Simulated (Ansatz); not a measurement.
C$_{3}$H$_{7}$BSSi: several calculations on one system

**1. Relaxation**

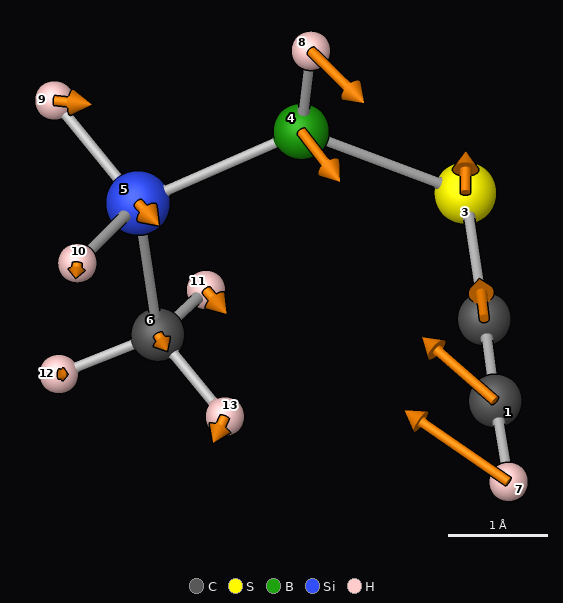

A relaxation of C$_{3}$H$_{7}$BSSi. The starting structure is drawn; orange arrows show the displacements, at their true length. The two geometries are superimposed by the best rigid fit.

Style: ball-and-stick. Shown at a tilt.

The run prepares an end point of a later path (hydrogen shift) calculation, from a guessed geometry.

All numbers below come from Ansatz 0.2.0, RKS PBE0-D4/def2-SVP. Settings: no spin polarisation; force threshold 0.02 eV/Å; at most 50 steps.

**What did the optimiser do to the structure, and how much energy did it gain?**

Over 19 accepted moves (20 points after the start) the energy falls by 27.3 kcal/mol. The largest force component goes from 4.1 to 0.0085 eV/Å. The line search rejected the trial step at point 16 of the run. The largest move after the best rigid fit is that of an H atom, 1.35 Å. By element the largest moves are H 1.35 Å, C 1.09 Å, B 0.77 Å, S 0.52 Å, Si 0.38 Å. Among the contacts that change: B–C 3.574 → 1.780 Å, B–C 2.686 → 1.784 Å, B–Si 1.888 → 2.027 Å, C–S 1.770 → 1.640 Å. New bonds form, among them: B–C (3.57 → 1.78 Å). Among the angles between lasting bonds that change: C–C–S 177.9° → 141.0°, C–S–B 91.1° → 57.3°, C–C–H 174.5° → 157.9°. The run took 83 s on 2 threads of AMD EPYC 7R43 64-Core Processor (Zen 3) (shared host), peak memory 0.33 GiB.

**2. Relaxation**

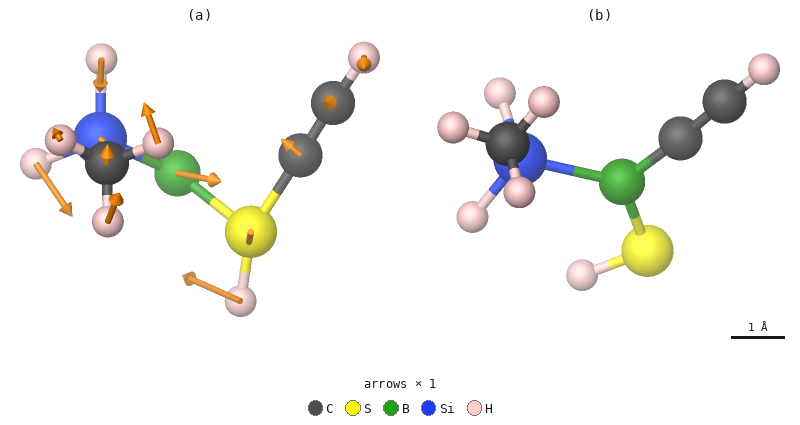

The structure of C3H7BSSi before (left) and after (right) a relaxation, at one scale. The orange arrows give the displacements, at their true length.

Style: ball-and-stick. Shown at a tilt.

The run prepares an end point of a later path (hydrogen shift) calculation, from a guessed geometry.

Level of theory: RKS PBE0-D4/def2-SVP in Ansatz 0.2.0. Settings: no spin polarisation; force threshold 0.02 eV/Å; at most 50 steps.

Q: Describe what moved and what it gained.

A: The atom that moves furthest after the best rigid fit is an H atom (1.72 Å). Largest moves by element: H 1.72 Å, S 1.35 Å, B 1.12 Å, Si 0.56 Å, C 0.50 Å. Near-neighbour distances that change, for instance: B–C 2.686 → 1.517 Å, C–S 1.770 → 2.825 Å, B–S 1.988 → 1.784 Å, B–Si 1.888 → 2.023 Å. New bonds form, among them: B–C (2.69 → 1.52 Å). Bonds break, among them: C–S (1.77 → 2.83 Å). Among the angles between lasting bonds that change: B–S–H 107.8° → 98.2°, C–C–H 174.5° → 179.1°, S–B–Si 119.8° → 123.5°. Groups turn about B–Si by about 135°, B–S by about 105°. The energy falls by 8.344 eV in 29 accepted moves (30 points after the start). Largest force component: 3.3 eV/Å at the start, 0.02 eV/Å at the end. The line search rejected the trial step at point 28 of the run.

**3. Path**

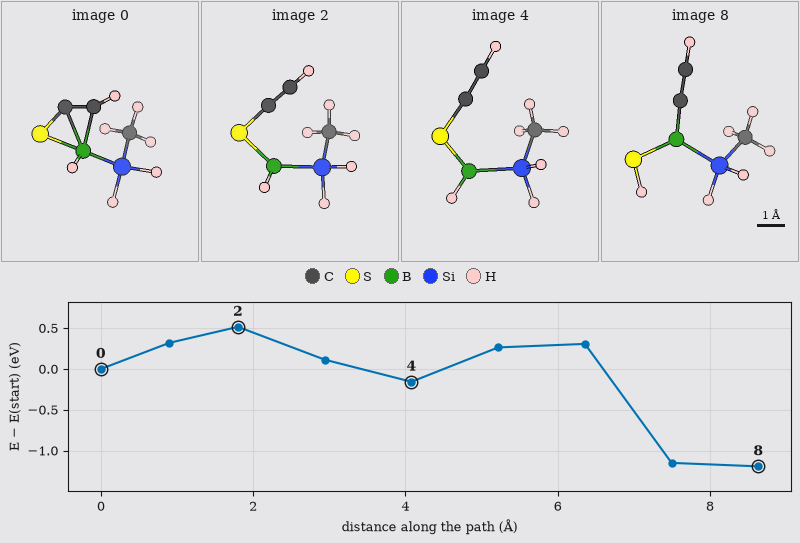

A search for the minimum-energy path of C3H7BSSi by the nudged elastic band. Images are numbered from 0 (start) to 8 (end). Style: ball-and-stick. Shown from a free direction.

Level of theory: RKS PBE0-D4/def2-SVP (Ansatz). Set-up: 7 movable images; climbing image; force threshold 0.05 eV/Å; iteration limit 60; starting path through a guess of the saddle point.

What happens along the path, and what is the barrier?

Forward barrier 0.52 eV, backward barrier 1.71 eV, with image 2 at the top; the reaction energy is −1.19 eV. The profile has 2 maxima (images 2, 6) with a dip at image 4 (−0.16 eV), so the process runs in steps. The path has more than one stage, and so few images may leave a stage unresolved. Breaking: B–H (1.21 → 2.39 Å), C–S (1.64 → 2.83 Å). Forming: H–S (2.65 → 1.35 Å). The band converged in 13 iterations. The largest component of the band force went from 12 to 0.031 eV/Å. The climbing image converged on the top of the path. Its vibrational analysis gives one imaginary mode (240i cm⁻¹), as a transition state must have.
